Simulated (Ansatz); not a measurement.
**CH2F (SMILES [CH2]F) at 4 levels**

Wanted: a comparison of 4 runs (U-r2SCAN0/STO-3G, U-revPBE/STO-3G, UCCSDT/STO-3G, UCCSD(T)/STO-3G) of CH2F. 

The results are computed with Ansatz 0.2.0.

47 further runs of the same task are left out: 47 set aside as unsound or not needed.

## Step 1: Starting point

The species is CH2F (4 atoms), meant as a doublet with charge 0. As SMILES, `[CH2]F`. The H4–C1 distance was set to 1.352 Å, away from the relaxed value.

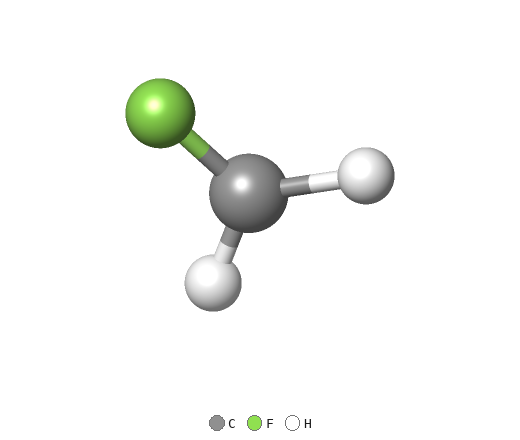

Viewed from a chosen angle; carbon grey, fluorine green, hydrogen white.

## Step 2: The energy at U-r2SCAN0/STO-3G (run 1)

run.yaml reads:

```yaml
crystal:
  periodic: [false, false, false]
  atoms:
    - {symbol: C, position_ang: [-0.044373, 0.205135, -0.193616]}
    - {symbol: F, position_ang: [0.935727, 0.956735, 0.302084]}
    - {symbol: H, position_ang: [-0.961173, 0.735035, -0.415016]}
    - {symbol: H, position_ang: [0.027000, -1.108700, 0.119000]}
basis:
  gaussian: {orbitals: STO-3G}
magnetization: {spin_polarized: true, initial_magnetization: 1}
hamiltonian: {xc: {name: r2SCAN0}}
accuracy: high
```

Run with:

```
ansatz run run.yaml --threads 1 --pin off --max-ram 2610MiB --events-out events.jsonl --progress --plain --runs-dir runs
```

What it wrote:

```text
Warning: RAYON_NUM_THREADS=1 ignored (pool sized by the plan → 1); use --threads N
Functional definition: r2SCAN0
  name "r2SCAN0"
  parameter a = 0.25
  parameter k0 = 0.174
  parameter k1 = 0.065
  parameter a1 = 4.9479
  exchange = (1 - a)*r2scan_x(k0 = k0, k1 = k1, a1 = a1) + a*exact_x
  correlation = r2scan_c
186 factors; integrals over basis functions are off by at most 1.4e-8 eV
mean field evaluation 1: about -3729.2504 eV, gradient 4.2e0 eV
mean field evaluation 2: about -3729.4472 eV, gradient 1.5e0 eV
mean field evaluation 4: about -3729.4749 eV, gradient 2.8e-1 eV
mean field evaluation 8: about -3729.4448 eV, gradient 1.3e-2 eV
mean field evaluation 16: about -3729.4448 eV, gradient 1.2e-6 eV
mean field -3729.44476003 eV, -137.0545670228 hartree, gradient 1.6e-8 eV, S^2 0.756038; 0 other end points of the search recorded, 0 dependent functions left out
reference -3729.44476047 eV, -137.0545670388 hartree; 9, 8 occupied and 3, 4 virtual orbitals, 186 factors
Total energy: -3729.44476047 eV, -137.0545670388 hartree
```

It took 1.8 s on 1 thread of Arm Neoverse V2, shared host; peak memory 0.17 GiB.

## Step 3: The energy at U-revPBE/STO-3G (run 2)

in.yaml reads:

```yaml
basis:
  gaussian: {orbitals: STO-3G}
crystal:
  periodic: [false, false, false]
  atoms:
    - symbol: C
      position_ang: [-0.044373, 0.205135, -0.193616]
    - symbol: F
      position_ang: [0.935727, 0.956735, 0.302084]
    - symbol: H
      position_ang: [-0.961173, 0.735035, -0.415016]
    - symbol: H
      position_ang: [0.027000, -1.108700, 0.119000]
magnetization: {spin_polarized: true, initial_magnetization: 1}
hamiltonian: {xc: {name: revPBE}}
accuracy: high
```

Run with:

```
ansatz run in.yaml --threads 1 --pin off --max-ram 2610MiB --events-out events.jsonl --progress --plain --runs-dir runs
```

What it wrote:

```text
Warning: RAYON_NUM_THREADS=1 ignored (pool sized by the plan → 1); use --threads N
Functional definition: revPBE
  name "revPBE"
  parameter kappa = 1.245
  parameter beta = 0.06672455060314922
  exchange = pbe_x(kappa = kappa, mu = beta*pi^2/3)
  correlation = pbe_c(beta = beta)
186 factors; integrals over basis functions are off by at most 1.4e-8 eV
mean field evaluation 1: about -3729.6089 eV, gradient 8.1e0 eV
mean field evaluation 2: about -3729.3002 eV, gradient 1.1e1 eV
mean field evaluation 4: about -3730.0922 eV, gradient 4.4e-1 eV
mean field evaluation 8: about -3730.0328 eV, gradient 5.4e-3 eV
mean field evaluation 16: about -3730.0328 eV, gradient 7.4e-8 eV
mean field -3730.03283979 eV, -137.0761785554 hartree, gradient 8.2e-8 eV, S^2 0.752513; 0 other end points of the search recorded, 0 dependent functions left out
reference -3730.03284150 eV, -137.0761786180 hartree; 9, 8 occupied and 3, 4 virtual orbitals, 186 factors
Total energy: -3730.03284150 eV, -137.0761786180 hartree
```

It took 0.72 s on 1 thread of Arm Neoverse V2, shared host; peak memory 0.1 GiB.

## Step 4: A single-point energy at UCCSDT/STO-3G (run 3)

molecule.yaml reads:

```yaml
crystal:
  periodic: [false, false, false]
  atoms:
    - symbol: C
      position_ang: [-0.044373, 0.205135, -0.193616]
    - symbol: F
      position_ang: [0.935727, 0.956735, 0.302084]
    - symbol: H
      position_ang: [-0.961173, 0.735035, -0.415016]
    - symbol: H
      position_ang: [0.027000, -1.108700, 0.119000]
basis:
  gaussian:
    orbitals: STO-3G
magnetization:
  spin_polarized: true
  initial_magnetization: 1
correlation:
  method: ccsdt
  frozen_orbitals: {C: 1, F: 1, H: 0}
accuracy: high
scf:
  omitted_lower_state_checks: [cluster_reference, increment]
```

Run with:

```
ansatz run molecule.yaml --threads 1 --pin off --max-ram 2610MiB --events-out events.jsonl --progress --plain --runs-dir runs
```

What it wrote (excerpt; [...] marks lines left out):

```text
Warning: RAYON_NUM_THREADS=1 ignored (pool sized by the plan → 1); use --threads N
Functional definition: HF
  name "HF"
[...]
186 factors; integrals over basis functions are off by at most 1.4e-8 eV
[...]
mean field -3714.18123240 eV, -136.4936427284 hartree, gradient 2.9e-8 eV, S^2 0.773498; 0 other end points of the search recorded, 0 dependent functions left out
2 core orbitals not correlated: weight in the atoms' cores, before any rotation towards them, 1.000 or more for the frozen orbitals, at most 0.000 for the correlated occupied ones
reference -3714.18123240 eV, -136.4936427284 hartree; 7, 6 occupied and 3, 4 virtual orbitals, 186 factors
second order -1.68667517 eV of doubles, -0.00000000 eV of singles
cycle   1  -2.10251102 eV  change   -4.2e-1 eV  update   6.8e-2
[...]
cycle  28  -2.49701079 eV  change  -1.1e-10 eV  update   1.2e-9
Total energy: -3716.67824319 eV, -136.5854061824 hartree
Checks for a lower state left out: cluster_reference, increment
```

It took 0.28 s on 1 thread of Arm Neoverse V2, shared host.

## Step 5: A single-point energy at UCCSD(T)/STO-3G (run 4)

input.yaml reads:

```yaml
crystal:
  periodic: [false, false, false]
  atoms:
    - {symbol: C, position_ang: [-0.044373, 0.205135, -0.193616]}
    - {symbol: F, position_ang: [0.935727, 0.956735, 0.302084]}
    - {symbol: H, position_ang: [-0.961173, 0.735035, -0.415016]}
    - {symbol: H, position_ang: [0.027000, -1.108700, 0.119000]}
basis:
  gaussian:
    orbitals: STO-3G
magnetization:
  spin_polarized: true
  initial_magnetization: 1
correlation:
  method: ccsd_t
  frozen_orbitals: {C: 1, F: 1, H: 0}
accuracy: high
scf:
  omitted_lower_state_checks: [cluster_reference, increment]
```

Run with:

```
ansatz run input.yaml --threads 1 --pin off --max-ram 2610MiB --events-out events.jsonl --progress --plain --runs-dir runs
```

What it wrote (excerpt; [...] marks lines left out):

```text
Warning: RAYON_NUM_THREADS=1 ignored (pool sized by the plan → 1); use --threads N
Functional definition: HF
  name "HF"
[...]
186 factors; integrals over basis functions are off by at most 1.4e-8 eV
[...]
mean field -3714.18123240 eV, -136.4936427284 hartree, gradient 2.9e-8 eV, S^2 0.773498; 0 other end points of the search recorded, 0 dependent functions left out
2 core orbitals not correlated: weight in the atoms' cores, before any rotation towards them, 1.000 or more for the frozen orbitals, at most 0.000 for the correlated occupied ones
reference -3714.18123240 eV, -136.4936427284 hartree; 7, 6 occupied and 3, 4 virtual orbitals, 186 factors
second order -1.68667517 eV of doubles, -0.00000000 eV of singles
cycle   1  -2.10251102 eV  change   -4.2e-1 eV  update   6.5e-2
[...]
cycle  23  -2.42979875 eV  change  -1.6e-10 eV  update  5.5e-10
perturbative correction -0.04993394 eV, -0.0018350383 hartree
Total energy: -3716.66096509 eV, -136.5847712239 hartree
Checks for a lower state left out: cluster_reference, increment
```

It took 0.12 s on 1 thread of Arm Neoverse V2, shared host.

## Step 6: The series

| run | level | frozen core orbitals | energy (Eh) | ⟨S²⟩ | wall time |
| --- | --- | --- | --- | --- | --- |
| 1 | U-r2SCAN0/STO-3G | – | -137.054567 | 0.756 | 1.8 s |
| 2 | U-revPBE/STO-3G | – | -137.076179 | 0.753 | 0.72 s |
| 3 | UCCSDT/STO-3G | 2 | -136.585406 | 0.773 | 0.28 s |
| 4 | UCCSD(T)/STO-3G | 2 | -136.584771 | 0.773 | 0.12 s |

## Step 7: Outcome

| quantity | value |
| --- | --- |
| run 4: total energy | -136.58477 Eh |
| run 4: correlation energy (2 core orbitals frozen) | -91.1 mEh |
| run 4: (T) correction | -1.84 mEh |
| run 4: ⟨S²⟩ of the reference determinant | 0.773 |
| run 4: T1 diagnostic | 0.017 |

What this shows: Totals of different functionals can't be ranked against each other. In runs 1, 2, 3, 4 the basis is minimal, so the values are rough. All runs together took 2.9 s, the longest 1.8 s.
